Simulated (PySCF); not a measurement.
# ClFHInSe (SMILES [F][In]([Cl])[SeH]): levels of theory compared

Aim: a comparison of 3 runs (HF/3-21G, PBE/def2-SVP, PBE0/def2-SVP) of ClFHInSe. Input form: a Python script.

Program for the calculation: PySCF 2.14.0.

## (1) The system as given

ClFHInSe: 5 atoms, total charge 0, spin state singlet. As SMILES, `[F][In]([Cl])[SeH]`. Geometry: relaxed at PBE0-D4/def2-TZVP.

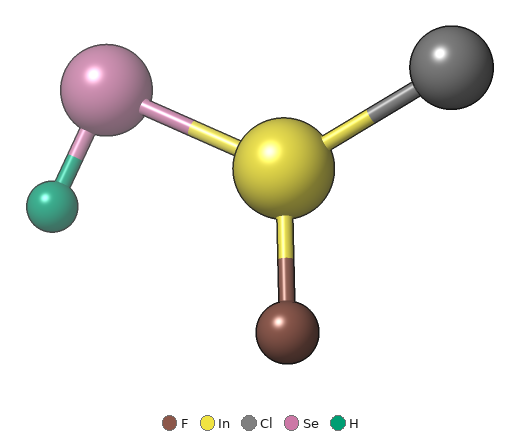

Viewed from a chosen angle; fluorine brown, indium yellow, chlorine grey, selenium pink, hydrogen teal.

## (2) Energy and gradient at HF/3-21G (run 1)

job.py reads:

```python
import pyscf.grad
from pyscf import gto, scf

mol = gto.Mole()
mol.atom = '''
F     -1.749319    -1.486459     3.086679
In     0.682569    -0.789339     0.437850
Cl     4.319725    -3.155087     0.688049
Se    -0.358103     2.426219    -2.771094
H     -2.800763     2.865203    -1.519529
'''
mol.max_memory = 1860
mol.basis = '3-21g'
mol.verbose = 4
mol.unit = 'bohr'
mol.build()

hf = scf.RHF(mol)
hf.conv_tol = 1e-10
hf.kernel()
if not hf.converged:
    hf = hf.newton().run(hf.mo_coeff, hf.mo_occ)

e_final = hf.e_tot
print('E = %.10f Eh' % e_final)
grad = hf.Gradients().kernel()
hf.analyze()
```

Started as:

```sh
OMP_NUM_THREADS=1 python job.py
```

Output:

```text
PySCF version 2.14.0

[... 77 lines left out ...]
One-electron Energy =               -13654.176799244618451
[... 11 lines left out ...]
MO #7   energy= -104.100342324611  occ= 2
[... 9 lines left out ...]
MO #17  energy= -17.5865217033215  occ= 2
[... 9 lines left out ...]
MO #27  energy= -6.59437729481199  occ= 2
[... 9 lines left out ...]
MO #37  energy= -2.55531592414593  occ= 2
[... 9 lines left out ...]
MO #47  energy= -0.60013284694192  occ= 2
[... 9 lines left out ...]
MO #57  energy= 0.0367715339011854 occ= 0
[... 9 lines left out ...]
MO #67  energy= 0.705132076901662  occ= 0
[... 9 lines left out ...]
MO #77  energy= 3.63591838204607   occ= 0
[... 85 lines left out ...]
Dipole moment(X, Y, Z, Debye): -1.39177,  1.66083, -1.02956
```

It took 7.5 s on 1 thread of Intel Xeon at 2.70GHz, shared host; peak memory 0.15 GiB.

## (3) Energy and gradient at PBE/def2-SVP (core potential) (run 2)

input.xyz reads:

```xyz
5

F     -0.925700    -0.786600     1.633400
In     0.361200    -0.417700     0.231700
Cl     2.285900    -1.669600     0.364100
Se    -0.189500     1.283900    -1.466400
H     -1.482100     1.516200    -0.804100
```

input.py reads:

```python
from pyscf import gto, dft

molecule = gto.M(
    atom='input.xyz',
    ecp={'In': 'def2-svp'},
    verbose=4,
    max_memory=1860,
    charge=0,
    basis='def2-svp',
)

calc0 = dft.RKS(molecule, xc='pbe')
calc0.grids.level = 5
calc0.conv_tol = 1e-10
calc0.kernel()
if not calc0.converged:
    calc0 = calc0.newton().run(calc0.mo_coeff, calc0.mo_occ)

energy = calc0.e_tot
print(f'total energy: {energy:.8f} hartree')
grad = calc0.nuc_grad_method().kernel()
dip = calc0.dip_moment()
pop, q = calc0.mulliken_pop()
```

Started as:

```sh
OMP_NUM_THREADS=1 python input.py
```

Output:

```text
PySCF version 2.14.0

[... 86 lines left out ...]
converged SCF energy = -3151.28005895568
total energy: -3151.28005896 hartree
[... 12 lines left out ...]
Dipole moment(X, Y, Z, Debye): -0.49468,  1.55367, -1.55657
[... 101 lines left out ...]
charge of    4H =      0.08584
```

Wall time 41 s (1 thread of Intel Xeon at 2.70GHz, shared host); peak memory 0.93 GiB.

## (4) Energy and gradient at PBE0/def2-SVP (core potential) (run 3)

calc.py reads:

```python
# [F][In]([Cl])[SeH]
import pyscf.grad
from pyscf import gto, dft

molecule = gto.Mole()
molecule.atom = [
    ('F', (-0.925700, -0.786600, 1.633400)),
    ('In', (0.361200, -0.417700, 0.231700)),
    ('Cl', (2.285900, -1.669600, 0.364100)),
    ('Se', (-0.189500, 1.283900, -1.466400)),
    ('H', (-1.482100, 1.516200, -0.804100)),
]
molecule.verbose = 4
molecule.ecp = {'In': 'def2-svp'}
molecule.basis = 'def2-svp'
molecule.max_memory = 1860
molecule.build()

mf = dft.RKS(molecule, xc='pbe0')
mf.grids.level = 5
mf.conv_tol = 1e-10
mf.kernel()
if not mf.converged:
    mf = mf.newton().run(mf.mo_coeff, mf.mo_occ)

etot = mf.e_tot
print(f'total energy: {etot:.8f} hartree')
grad = mf.Gradients().kernel()
mf.analyze()
```

Started as:

```sh
OMP_NUM_THREADS=1 python calc.py
```

Output:

```text
PySCF version 2.14.0

[... 104 lines left out ...]
MO #4   energy= -52.255776958803   occ= 2
[... 12 lines left out ...]
MO #17  energy= -3.16992875687036  occ= 2
[... 12 lines left out ...]
MO #30  energy= -0.830132695188102 occ= 2
[... 12 lines left out ...]
MO #43  energy= -0.0486225098046167 occ= 0
[... 12 lines left out ...]
MO #56  energy= 0.4001129832293    occ= 0
[... 12 lines left out ...]
MO #69  energy= 0.833981925104985  occ= 0
[... 12 lines left out ...]
MO #82  energy= 3.08752995317466   occ= 0
[... 12 lines left out ...]
MO #95  energy= 61.1153623006356   occ= 0
[... 103 lines left out ...]
Dipole moment(X, Y, Z, Debye): -0.47674,  1.59316, -1.61855
```

It took 45 s on 1 thread of Intel Xeon at 2.70GHz, shared host; peak memory 0.93 GiB.

## (5) Overview of the runs

```tsv
run	level	core potential	integration grid	energy (Eh)	dipole moment (D)	HOMO energy (eV)	LUMO energy (eV)	wall time
1	HF/3-21G	–	–	-8660.127261	2.40	-10.56	0.72	7.5 s
2	PBE/def2-SVP (core potential)	def2-svp	5	-3151.280059	2.25	-6.68	-3.22	41 s
3	PBE0/def2-SVP (core potential)	def2-svp	5	-3151.393932	2.32	-7.90	-2.41	45 s
```

## (6) Results

| quantity | value |
| --- | --- |
| run 3: total energy | -3151.39393 Eh |
| run 3: dipole moment | 2.32 D |
| run 3: HOMO energy | -7.90 eV |
| run 3: LUMO energy | -2.41 eV |
| run 3: HOMO–LUMO gap | 5.48 eV |
| run 3: largest force on an atom | 0.448 eV/Å |

What this shows: The dipole moment runs from 2.25 D (PBE/def2-SVP) to 2.40 D (HF/3-21G). Basis or surroundings differ between these two runs. The HOMO–LUMO gap runs from 3.45 eV (PBE/def2-SVP) to 11.28 eV (HF/3-21G). Totals of different functionals can't be ranked against each other. All runs together took 93 s, the longest 45 s.
